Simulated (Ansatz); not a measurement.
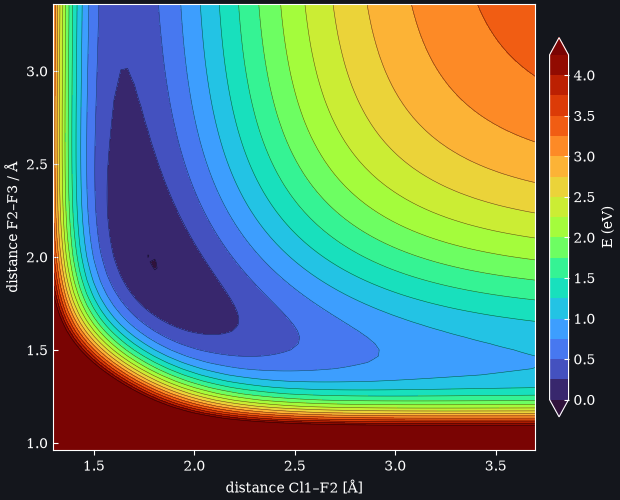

The system Cl⁻ + F₂. The first coordinate is: distance Cl1–F2; the second: distance F2–F3. Nothing is relaxed (the angle Cl1–F2–F3 is fixed at 180 degrees). The grid has 17 × 17 points. Points are written as (first, second). Energies are in eV, from the lowest grid point. The reference is spin-restricted, so regions where a bond is pulled apart into radicals lie too high. Level of theory: RKS PBE0-D4/def2-TZVPD in Ansatz 0.2.0.

The picture shows filled contours, one colour for all values above the top of the scale. Between grid points the surface is interpolated.

The lowest grid point is at (1.825 Å, 1.935 Å). It is the only kind of minimum in the scanned range. The highest grid point, (1.296 Å, 0.960 Å), lies 29.5 eV above the lowest.

The level of theory is changed to RHF/def2-TZVPD in Ansatz 0.2.0; with it change the reference geometry, relaxed at the new level.

**What does this change do to the map?**

The minimum (interpolated where it lies between grid points) moves from about (1.795 Å, 1.968 Å) to (1.568 Å, 3.360 Å). The span from the lowest to the highest grid point stays at about 30 eV.

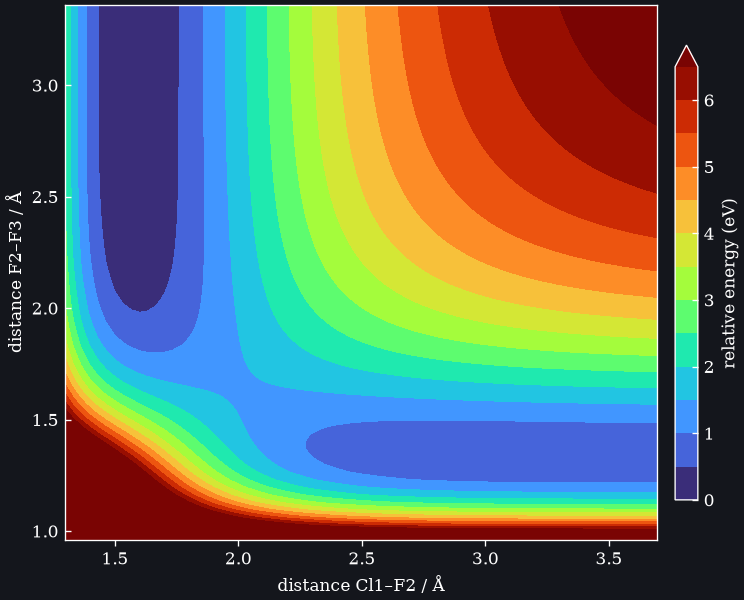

The map after the change, on a colour scale of its own. In the figure: filled contours, one colour for all values above the top of the scale. Between grid points the surface is interpolated.
